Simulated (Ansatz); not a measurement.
Take Al$_{2}$O$_{3}$ in the corundum structure (space group R-3c, No. 167; a = 4.7292 Å, c = 12.8916 Å (hexagonal axes)) as the base. Axes: x lies along a and z along c of the hexagonal cell.

The change: tensor shear ε_xz = +2.00 % (engineering shear γ = 0.0400), atoms relaxed at fixed cell.

Level of theory: LDA, PAW, 420 eV (Ansatz, an electronic-structure program; no spin-orbit coupling).

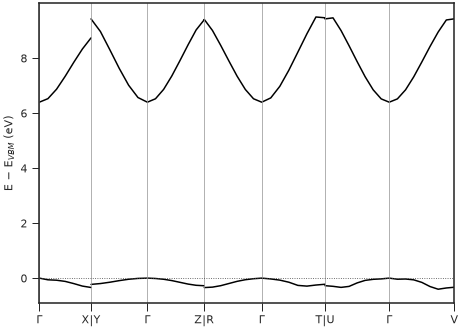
Figure. Highest valence and lowest conduction band along the path of the changed cell's own zone

Task: From the figure, how large is the changed gap, and is it direct?

Result: About 6.4 eV, direct at Γ.

The cells carry an imposed strain or load. Whether these cells are dynamically stable was not tested. Labels are those of the standard path for the cell's own space group.
